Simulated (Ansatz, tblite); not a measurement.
**ZrF4: one state, many levels**

How do method and basis change the picture of ZrF4 (singlet)?

The runs use Ansatz 0.2.0, Gaussian basis; as each input shows.

Levels to be run: GFN1-xTB, GFN2-xTB, PBE-D4/def2-TZVP, r2SCAN-D4/def2-TZVP, HSE06-D4/def2-TZVP, LC-ωPBE/def2-TZVP, BLYP-D4/def2-TZVP, ωB97X-V/def2-TZVP, HF/def2-TZVP, LDA/def2-TZVP, B3LYP-D4/def2-TZVP, PBE-D4/def2-SVP, PBE0-D4/def2-SVP, PBE0-D4/def2-TZVPD, PBE-D4/def2-TZVPD, r2SCAN-D4/def2-TZVPD, CCSD(T)/def2-TZVPP, MP2/def2-TZVP, RPA/def2-TZVP.

## 1. The structure

The singlet was relaxed beforehand with PBE-D4/def2-SVP.

5 atoms, charge 0, spin multiplicity 1.

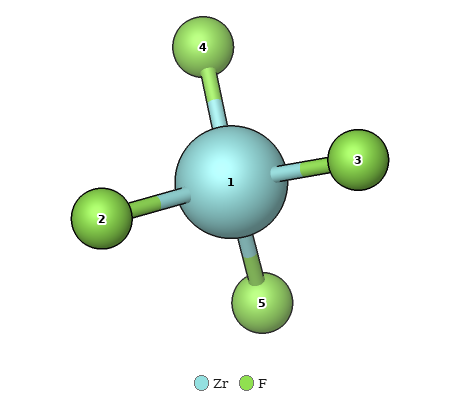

The structure; zirconium light teal, fluorine green; atoms are numbered from 1 in the order of the file.

Formally the metal is d0. Zr takes a core potential in the def2 sets. No spin-orbit coupling is included.

PBE0-D4/def2-TZVP was run before; its log isn't repeated, and its numbers join the tables.

## 2. GFN1-xTB

Tight binding, by tblite at 300 K electronic temperature and without a spin-polarisation term:

```python
tblite.interface.Calculator('GFN1-xTB', numbers, positions, charge=0, uhf=0).singlepoint()
```

Energy -604.7995 eV, HOMO -14.07 eV, LUMO -9.99 eV; 0.004 s.

## 3. GFN2-xTB

Tight binding, by tblite at 300 K electronic temperature and without a spin-polarisation term:

```python
tblite.interface.Calculator('GFN2-xTB', numbers, positions, charge=0, uhf=0).singlepoint()
```

Energy -570.0921 eV, HOMO -14.52 eV, LUMO -8.86 eV; 0.002 s.

## 4. PBE-D4/def2-TZVP

start.molden holds the orbitals of an earlier run on this state, given as this run's starting guess.

in.yaml reads:

```yaml
crystal:
  periodic: [false, false, false]
  atoms:
    - {symbol: Zr, position_ang: [-0.000007, -0.000006, 0.000025]}
    - {symbol: F, position_ang: [0.009446, -0.015571, 1.908285]}
    - {symbol: F, position_ang: [1.795993, 0.009661, -0.644961]}
    - {symbol: F, position_ang: [-0.906521, 1.561038, -0.618920]}
    - {symbol: F, position_ang: [-0.898911, -1.555123, -0.644419]}
basis:
  gaussian: {orbitals: def2-TZVP, initial_orbitals: start.molden}
hamiltonian: {xc: pbe, dispersion: d4}
scf: {omitted_lower_state_checks: [starts]}
output: {orbitals: {seedname: orbitals}}
```

Started as:

```sh
ansatz run in.yaml --threads 4 --pin off --events-out ev --progress --plain --max-ram 3916MiB
```

The runs that follow: r2SCAN-D4/def2-TZVP; HSE06-D4/def2-TZVP; LC-ωPBE/def2-TZVP; BLYP-D4/def2-TZVP; ωB97X-V/def2-TZVP; HF/def2-TZVP; LDA/def2-TZVP; B3LYP-D4/def2-TZVP; PBE-D4/def2-SVP; PBE0-D4/def2-SVP; PBE0-D4/def2-TZVPD; PBE-D4/def2-TZVPD; r2SCAN-D4/def2-TZVPD; CCSD(T)/def2-TZVPP; MP2/def2-TZVP; RPA/def2-TZVP.

Before running them: what should the planned runs give, taken together? Wanted: gap in def2-TZVP, named functionals and Hartree-Fock, smallest and largest; correlation energy, CCSD(T)/def2-TZVPP; correlation energy, MP2/def2-TZVP; binding an atom, CCSD(T)/def2-TZVPP; PBE0 total energy, smallest basis above largest.

The runs gave:

```
                                                                  quantity                            value
gap in def2-TZVP, named functionals and Hartree-Fock, smallest and largest     7.77 eV (LDA), 18.72 eV (HF)
                                    correlation energy, CCSD(T)/def2-TZVPP                        -37.64 eV
                                         correlation energy, MP2/def2-TZVP                        -35.79 eV
                                       binding an atom, CCSD(T)/def2-TZVPP                         5.305 eV
                           PBE0 total energy, smallest basis above largest  13.68 eV (def2-SVP, def2-TZVPD)
```

In words: Orbital gaps of the named functionals and Hartree-Fock in def2-TZVP span 7.77 eV (LDA) to 18.72 eV (HF); exact exchange widens it. The functionals in def2-TZVP miss CCSD(T)/def2-TZVPP by +0.003 (PBE0-D4) to +0.940 eV (LDA) an atom. CCSD(T)/def2-TZVPP isn't at the basis-set limit; small misses against it rank nothing.
